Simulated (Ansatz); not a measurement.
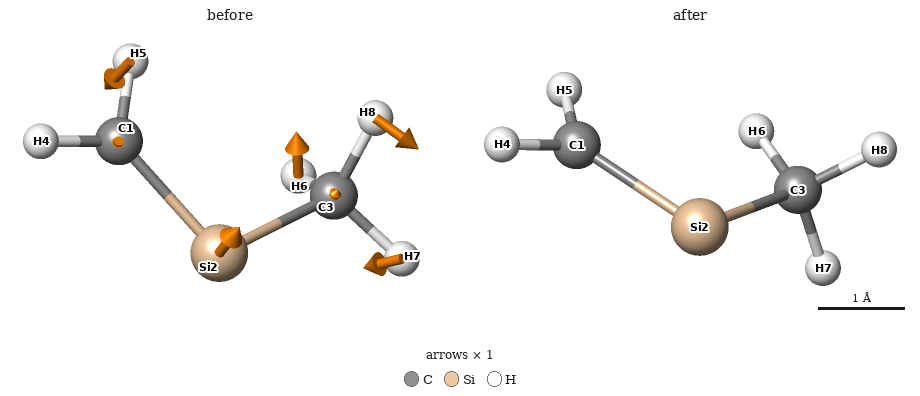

The structure of C2H5Si (charge −1) before (left) and after (right) a relaxation, at one scale. The orange arrows give the displacements, at their true length.

A ball-and-stick model, seen at a tilt.

The run prepares an end point of a later path (torsion) calculation, from a guessed geometry.

These are results of RKS B3LYP-D4/def2-SVP in Ansatz 0.2.0, not measurements. Settings: no spin polarisation; force threshold 0.015 eV/Å; at most 40 steps.

Q: Summarise the run.

A: The energy falls by 8.90 kJ/mol in 23 accepted moves (27 points after the start). Largest force component: 0.94 eV/Å at the start, 0.0079 eV/Å at the end. The line search rejected the trial steps at points 3, 12, 14, 19 of the run. The forces were under the threshold at step 7, but the run went on from there. H8 moves most after the best rigid fit: 0.63 Å. By element the largest moves are H 0.63 Å, Si 0.57 Å, C 0.11 Å. Near-neighbour distances that change, for instance: Si2–C3 1.934 → 1.990 Å, C1–H5 1.093 → 1.107 Å, C3–H6 1.097 → 1.108 Å, C1–H4 1.097 → 1.104 Å. Bond angles that change, for instance: Si2–C1–H5 120.9° → 126.0°, Si2–C1–H4 126.5° → 121.7°, C1–Si2–C3 104.6° → 101.1°. Groups turn about Si2–C3 by about 60°. The run took roughly 60 core-seconds on a shared host.

Limits of the set-up: the basis has no diffuse functions, which an anion needs.
